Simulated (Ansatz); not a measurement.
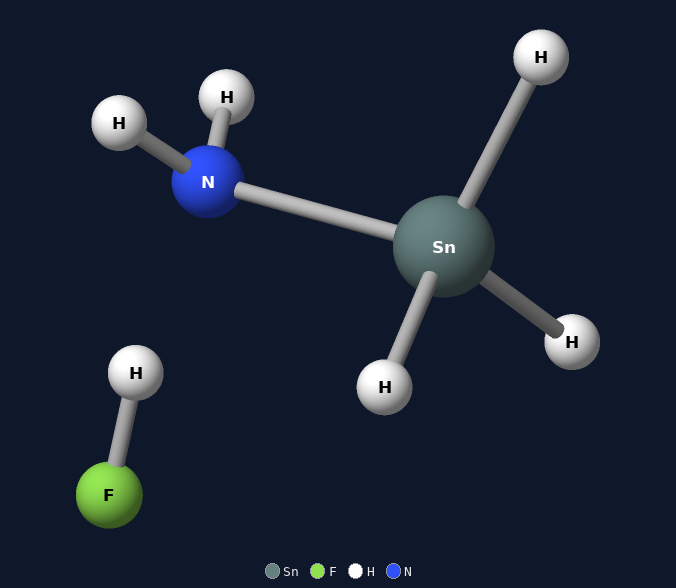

Harmonic vibrations computed with RKS PBE0-D4/def2-TZVP, core potentials on Sn (Ansatz 0.2.0) at a stationary point of the same level.

### How many imaginary frequencies does it have?

A minimum: no imaginary frequency, and the lowest mode lies at 46 cm⁻¹.

### List the wavenumbers.

21 modes: 46, 64, 276, 303, 461, 481, 552, 693, 712, 715, 747, 865, 1057, 1070, 1573, 1937, 1987, 1995, 3109, 3533, 3621 cm⁻¹.
